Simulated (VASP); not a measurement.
Band structure of SnSe₂ (space group P-3m1). These are PBE GGA, VASP's PBE PAW potentials (set 64) (plane waves; VASP 6.6.1) values and carry that method's errors.

The path is coarsely sampled, so an indirect gap can come out somewhat too large. Unless said otherwise, spin-orbit coupling is left out, though it shifts the bands of the heavy elements here.

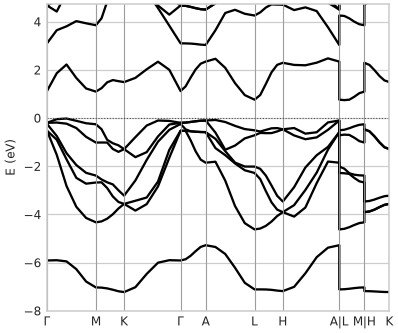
*Bands along high-symmetry lines, zero at the valence-band maximum or, without a gap, the Fermi level*

Read the plot: is there a gap, and where are the band edges?

The gap is indirect, 0.74 eV, from the valence maximum at (0.14, 0.00, 0.25) to the conduction minimum at L-M at 0.20.

The structure comes from a computed database's SnSe2 entry; how it stands against other phases isn't given here. The cell was not relaxed at this level.
